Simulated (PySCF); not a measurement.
# C7H4ClN (4-chlorobenzonitrile): the cost of one run

Programs: PySCF 2.14.0, with routines of our own; each step states its level. All values are computed. Atoms count from 0.

### Step 1. The starting structure

13 atoms, charge 0, multiplicity 1; geometry from: GFN2-xTB.

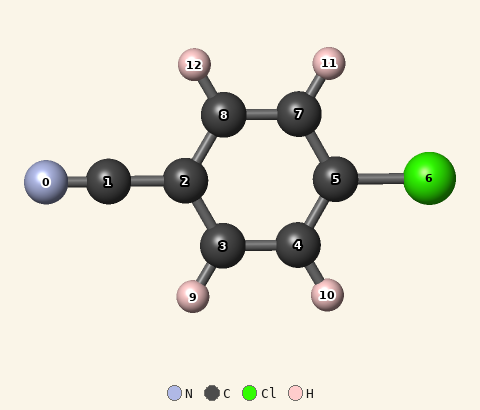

The starting geometry (nitrogen light blue, carbon dark grey, chlorine green, hydrogen pink).

### Step 2. Relaxing the molecule at PBE0-D3(BJ)/def2-SVP

The job: settings as JSON, then the geometry in Å.

```
{"job": {"xc": "PBE0", "basis": "def2-SVP", "d3": "d3bj", "grid": 2, "kind": "geom"}, "charge": 0, "multiplicity": 1}
N      3.568514    -0.724677    -0.423353
C      2.452357    -0.499345    -0.292480
C      1.075455    -0.220149    -0.130268
C      0.627680     1.101485    -0.144053
C     -0.715731     1.375097     0.015880
C     -1.611437     0.328316     0.189461
Cl    -3.290020     0.672900     0.388554
C     -1.176404    -0.990394     0.205278
C      0.167211    -1.264906     0.046146
H      1.335340     1.905278    -0.280446
H     -1.072641     2.392787     0.008314
H     -1.886080    -1.791080     0.342490
H      0.521369    -2.284823     0.056751
```

Command:

```
OMP_NUM_THREADS=1 python excited_run.py task.json out
```

The driver reads the jobs from task.json and runs them one after another.

**Question.** How long does this first job take on 1 thread of Arm Neoverse V2, shared host, and how much memory does it need?

About 25 s, with a peak of 0.79 GiB.
